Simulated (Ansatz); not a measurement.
## Profile along the Ta–Ru line in TaRu (space group P4/mmm)

TaRu (space group P4/mmm)

```xyz
2
Lattice="3.0035 0.0000 0.0000 0.0000 3.0035 0.0000 0.0000 0.0000 3.3643" Properties=species:S:1:pos:R:3 pbc="T T T"
Ta     1.5017     1.5017     1.6821
Ru     0.0000     0.0000     0.0000
```

Fields along a shortest Ta–Ru line of a (0 -1 1) plane (2.71 Å), from Ta to Ru, interpolated on the slice's grid (step about 0.2 Å). The numbers are results of LDA (plane waves to 420 eV, PAW, scalar-relativistic; Ansatz, a quantum-chemistry and plane-wave program), not measurements. k mesh 15×15×14. Inside the PAW spheres the values are not all-electron values, and peaks at nuclei hang on which shells count as valence. Spin-orbit coupling is left out, though Ta is heavy. TaRu is run without spin polarisation. TaRu was relaxed with its symmetry unable to fall.

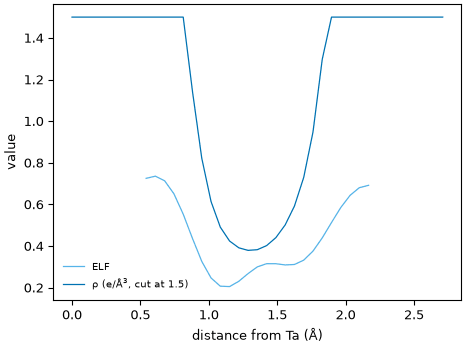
ELF (away from the nuclei) and valence density from Ta to Ru.

Density on the Ta–Ru line (2.71 Å) at its density minimum, 1.3 Å from Ta: 0.38 e/Å³. ELF at that point: 0.3.
